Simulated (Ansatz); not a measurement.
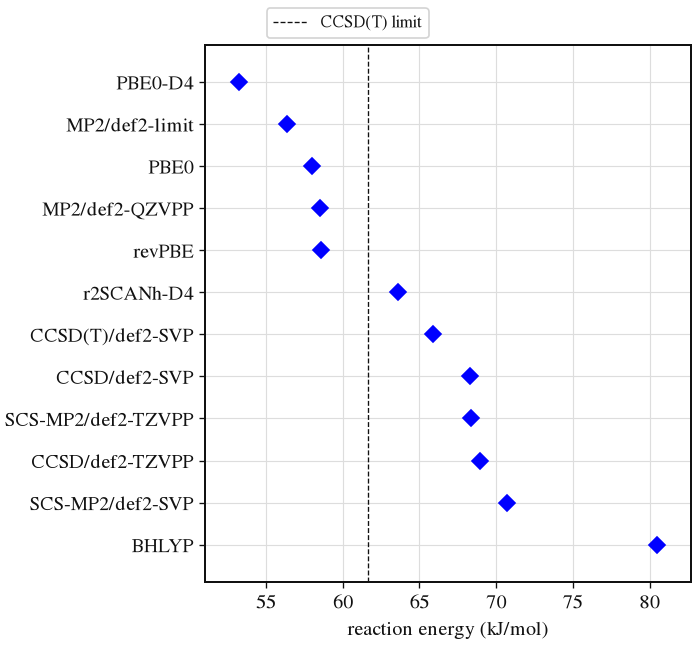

Electronic reaction energy of GeSiH₅F (F[SiH2][GeH3]) + H₂S (S) → GeSiH₆S (S[SiH2][GeH3]) + HF (F) (SMILES in brackets) at several levels (functionals in def2-TZVPP unless a basis is named), isolated molecules at PBE0-D4 triple-zeta geometries, minima by their frequencies, no zero-point or thermal terms, the Ansatz code. The line is frozen-core CCSD(T) at the basis limit (MP2 extrapolated from triple and quadruple zeta, plus CCSD(T) less MP2 in a smaller set). No dispersion term is added to PBE0, revPBE and BHLYP. The distance of MP2/def2-QZVPP, CCSD(T)/def2-SVP, CCSD/def2-SVP, SCS-MP2/def2-TZVPP, CCSD/def2-TZVPP and SCS-MP2/def2-SVP to the limit includes basis error.

Q: What range do the values span, the line included?

A: From 53.2 kJ/mol (PBE0-D4) to 80.5 kJ/mol (BHLYP).

Q: What do zero-point energy and temperature add?

A: Zero-point change 2.9 kJ/mol; at 298.15 K and 1 bar the CCSD(T) limit plus thermal terms gives an enthalpy of reaction of 65.9 and a free energy of 68.5 kJ/mol (harmonic PBE0-D4 modes, ideal gas).

Note: no scalar relativity up to krypton; outer-core shells are correlated without core-valence functions, which makes the correlated values less sure.
